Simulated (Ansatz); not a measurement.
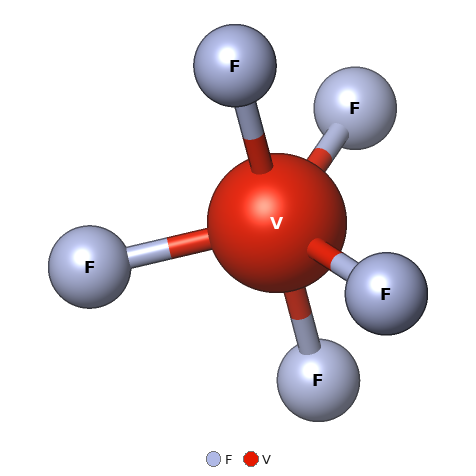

Charge 0, singlet. Computed geometry: PBE0-D4/def2-TZVP optimisation.

What does the picture show?

It has 6 atoms: 1 vanadium and 5 fluorine (VF5). As SMILES it reads `[F][V]([F])([F])([F])[F]`. This geometry has D3h symmetry. Coordination: 1 V trigonal bipyramidal.

The parts below concern this one geometry. Atoms keep their numbers from picture to picture.

### Shape

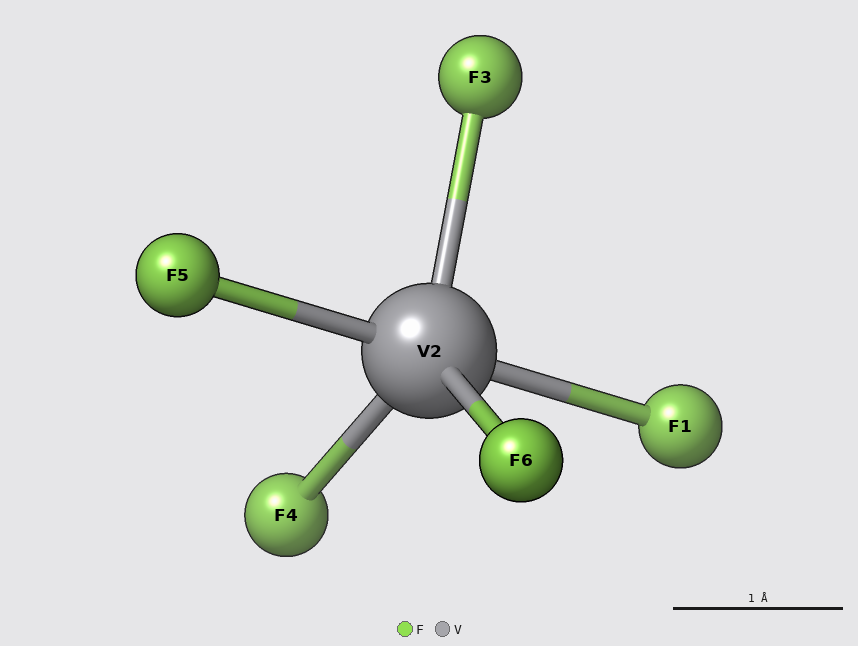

Atoms carry their numbers in the input.

Which atoms are bonded, and how long are the bonds?

```csv
bond,length (Å)
F1–V2,1.734
V2–F3,1.696
V2–F4,1.696
V2–F5,1.734
V2–F6,1.695
```

### Charges

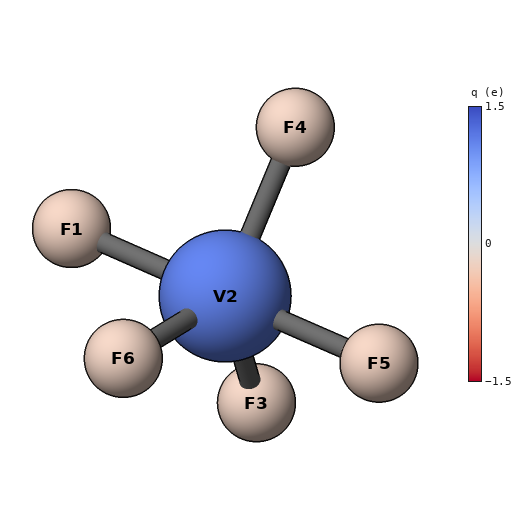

Atoms are coloured by their Mulliken charges. Method: RKS PBE-D4/def2-TZVPP (Ansatz 0.2.0).

List the Mulliken charges.

```
atom  value (e)
  F1      −0.23
  V2       1.11
  F3      −0.22
  F4      −0.22
  F5      −0.23
  F6      −0.22
```

### Levels of theory compared

Program: Ansatz 0.2.0.

At this fixed geometry, give HOMO–LUMO gap (eV) at these levels: B3LYP-D4/def2-TZVPP; CAM-B3LYP-D4/def2-TZVPP; HSE06 (plane-wave form)-D4/def2-TZVPP; PBE0-D4/def2-SVP; PBE0-D4/def2-TZVPP; SPW92 (LDA)/def2-TZVPP; r2SCAN-D4/def2-TZVPP; r2SCANh-D4/def2-TZVPP; revPBE-D4/def2-TZVPP; ωB97M-V/def2-QZVPP; ωB97M-V/def2-SVP; ωB97M-V/def2-TZVPP.

```csv
level,HOMO–LUMO gap (eV)
B3LYP-D4/def2-TZVPP,6.02
CAM-B3LYP-D4/def2-TZVPP,9.23
HSE06 (plane-wave form)-D4/def2-TZVPP,5.80
PBE0-D4/def2-SVP,6.32
PBE0-D4/def2-TZVPP,6.60
SPW92 (LDA)/def2-TZVPP,3.88
r2SCAN-D4/def2-TZVPP,4.26
r2SCANh-D4/def2-TZVPP,5.29
revPBE-D4/def2-TZVPP,3.92
ωB97M-V/def2-QZVPP,11.44
ωB97M-V/def2-SVP,11.12
ωB97M-V/def2-TZVPP,11.41
```

### Thermal motion

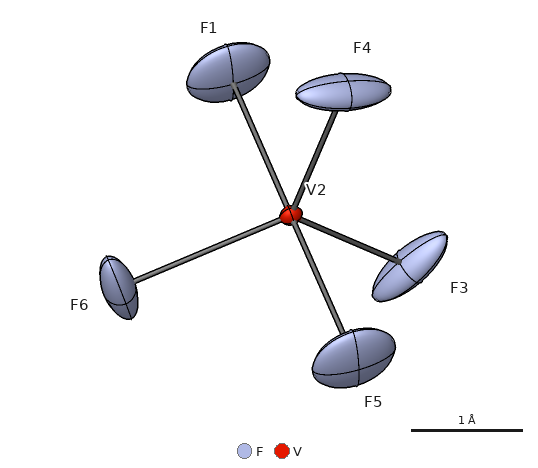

Displacement ellipsoids at the 50 % level, enlarged 2 times, from the internal vibrations of the free molecule (harmonic, no overall translation or rotation; no half-axis is drawn under 0.075 Å). Vibrations computed with RKS PBE0-D4/def2-TZVP (Ansatz 0.2.0). Temperature: 600 K.

> Which atom has the largest mean-square displacement?

F1, F5, with U_eq = 0.0114 Å².

List U_eq and the three principal root-mean-square amplitudes for each kind of atom.

```csv
atom,U_eq (Å²),rms amplitudes (Å)
"F1, F5",0.0114,"0.045, 0.126, 0.128"
V2,0.0011,"0.028, 0.035, 0.035"
"F3, F4, F6",0.0097,"0.049, 0.062, 0.152"
```

Mulliken values depend strongly on the basis set and can even reverse the polarity of a bond.
